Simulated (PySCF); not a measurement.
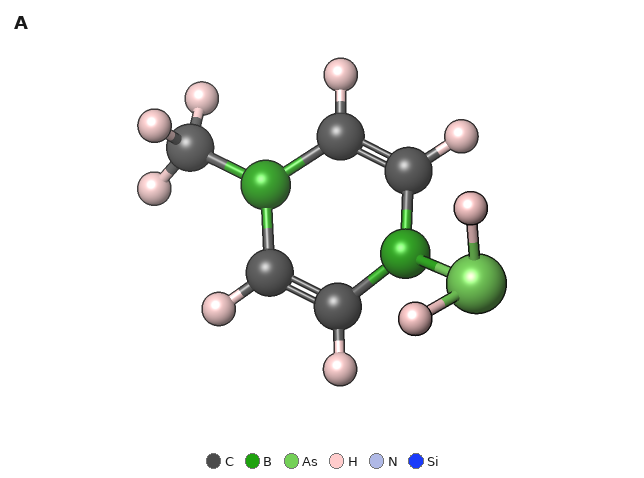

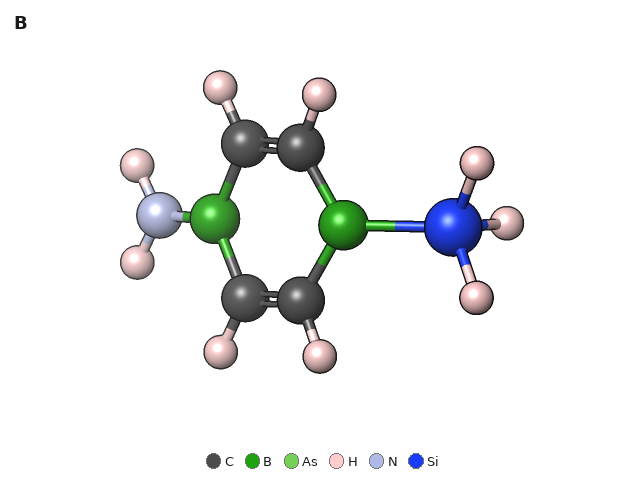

Two related species, optimised with GFN2-xTB; properties computed with PySCF 2.14.0. Both: charge 0, singlet.

What are A and B?

A is C5H9AsB2 (CB1C=CB([AsH2])C=C1), B is C4H9B2NSi (NB1C=CB([SiH3])C=C1).

Compare them. With PBE0/def2-SVPD: dipole moment (D), HOMO–LUMO gap (eV), HOMO energy (Kohn–Sham orbital) (eV), lowest vertical singlet excitation (eV), mean static polarisability (bohr³).

```
                               quantity      A      B
                      dipole moment (D)   0.44   3.77
                     HOMO–LUMO gap (eV)   4.16   4.56
   HOMO energy (Kohn–Sham orbital) (eV)  −7.16  −7.37
lowest vertical singlet excitation (eV)   3.08   3.34
     mean static polarisability (bohr³)  126.8  115.6
```

Each is one conformer, and no frequency run is at hand to confirm it as a minimum.

The geometry is semi-empirical. Around As, B, Si such bond lengths and angles can be off by a tenth of an ångström or more and by several degrees, and values that hang on the shape move with them.
